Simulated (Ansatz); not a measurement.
## Electronic structure of Cl₂···H₂Te (SMILES ClCl.[TeH2]) in real space

Input

```
crystal:
  periodic: [false, false, false]
  atoms:
    - {symbol: Cl, position_ang: [-0.284238, -0.047334, -3.501745]}
    - {symbol: Cl, position_ang: [0.136600, 0.104137, -1.487891]}
    - {symbol: Te, position_ang: [0.723624, 0.311882, 1.461106]}
    - {symbol: H, position_ang: [0.222602, -1.241794, 1.737247]}
    - {symbol: H, position_ang: [-0.798587, 0.873110, 1.791383]}
basis:
  gaussian: {orbitals: "def2-TZVPPD.json"}
hamiltonian: {xc: pbe0, dispersion: d4}
output: {orbitals: {seedname: orbitals}}
```

Run with:

```sh
ansatz run in.yaml --threads 4 --pin off --events-out ev --progress --plain --max-ram 9574MiB
```

Geometry: PBE0-D4/def2-TZVP; core potentials replace the inner electrons of Te.

Level of theory: Ansatz 0.2.0, RKS PBE0-D4/def2-TZVPPD.

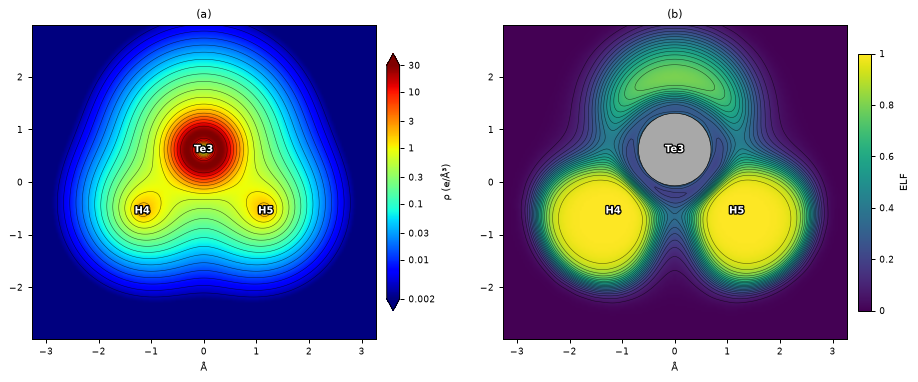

Figure 1. (a) electron density; (b) electron localisation function on the plane of atoms H4, Te3 and H5. Grey discs cover the atomic cores in the ELF map.

Question: What does the map show?

Answer:
- The plane passes through Te and H nuclei.
- Te–H (1.66 Å): the density is about 1.3 e/Å³ at the midpoint; the ELF climbs to about 1 towards the hydrogen, as it does in any bond to H.
- The ELF also peaks beside Te3, away from the bonds: lone-pair regions.

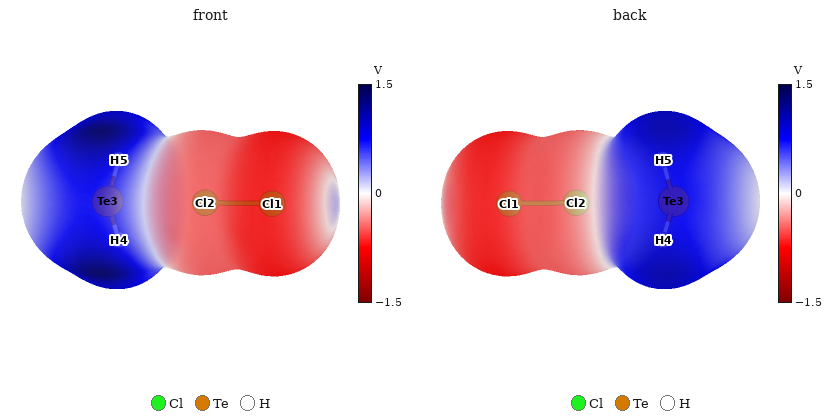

Figure 2. The molecular electrostatic potential painted on the density surface at 0.001 e/bohr³, seen from the front and from behind; red is negative and blue positive.

Question: Which sites attract a positive test charge, and which a negative one?

Answer: A positive charge is drawn to the negative regions and a negative charge to the positive ones. The most negative region (about −0.7 V) lies over Cl1, the most positive (about +1.4 V) over Te3. Cl1 shows a σ-hole: about +0.2 V at the tip opposite its bond, against about −0.7 V on its flanks.

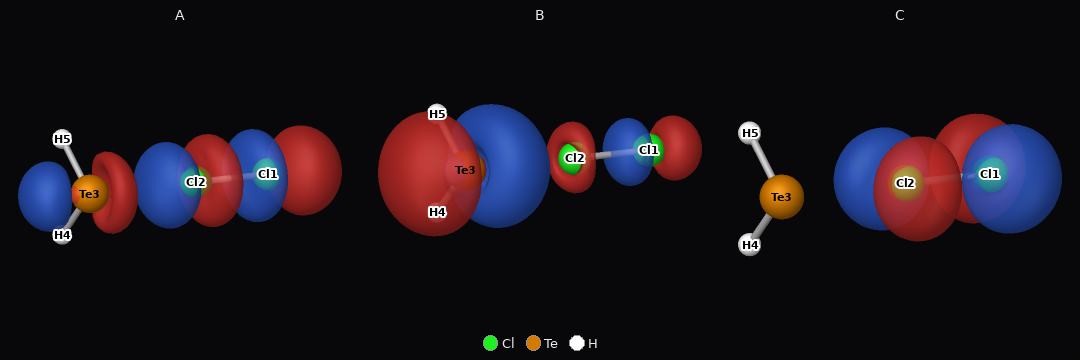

Figure 3. Three frontier orbitals at ±0.1 Å⁻³ᐟ² (blue and red are the two phases), in no order.

Question: Order the three orbitals by energy and name them.

Answer: C is the HOMO−1 (−8.07 eV). Its weight (Hirshfeld) is mainly on Cl1 (about 55 %) and Cl2 (about 40 %); π-antibonding (π*) across Cl1–Cl2. B is the HOMO (−7.27 eV). It lies mainly on Te3 (about 75 %), Cl1 (about 10 %) and Cl2 (about 10 %). A is the LUMO (−2.62 eV). It lies mainly on Cl1 (about 45 %), Cl2 (about 40 %) and Te3 (about 15 %).

Question: What is the HOMO–LUMO gap?

Answer: 4.65 eV between the orbital energies.

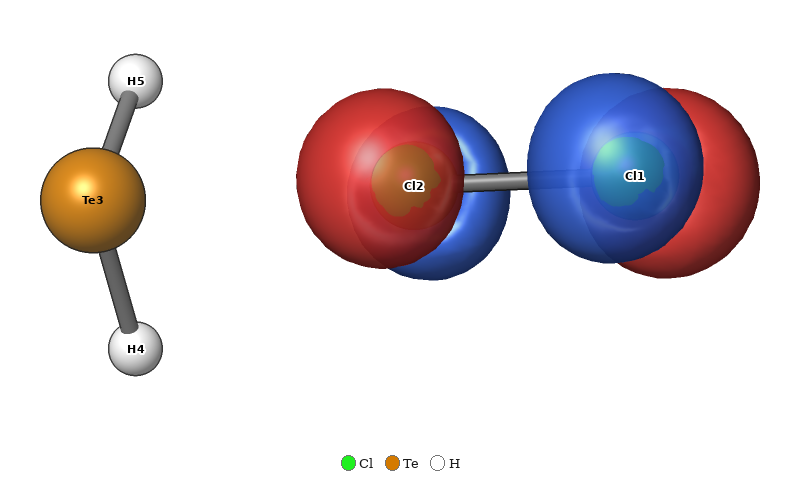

Figure 4. The HOMO−1 at ±0.2 Å⁻³ᐟ² (blue and red are the two phases), seen at a tilt.

Question: Where does this orbital lie, and at what energy?

Answer: Its weight (Hirshfeld) is mainly on Cl1 (about 55 %) and Cl2 (about 40 %); π-antibonding (π*) across Cl1–Cl2. Its energy is −8.07 eV.
